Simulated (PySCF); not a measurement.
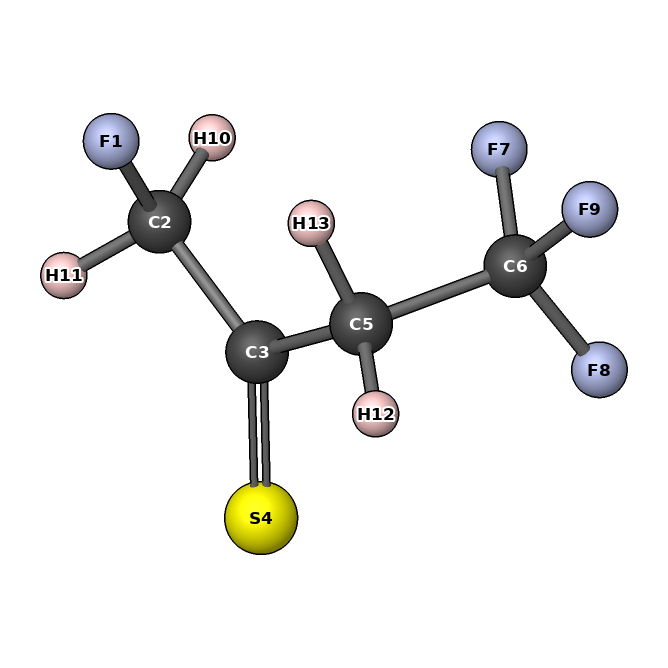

The questions are on isotropic NMR shieldings of the C atoms. Geometry: a frame of a GFN2-xTB molecular-dynamics simulation, not a minimum. Level of theory: GIAO PBE0/pcSseg-1 NMR shielding, non-relativistic, gas phase (PySCF 2.14.0).

Give the isotropic NMR shieldings of the C atoms atom by atom.

```csv
atom,σ (ppm)
C2,92.8
C3,−89.3
C5,131.0
C6,59.5
```
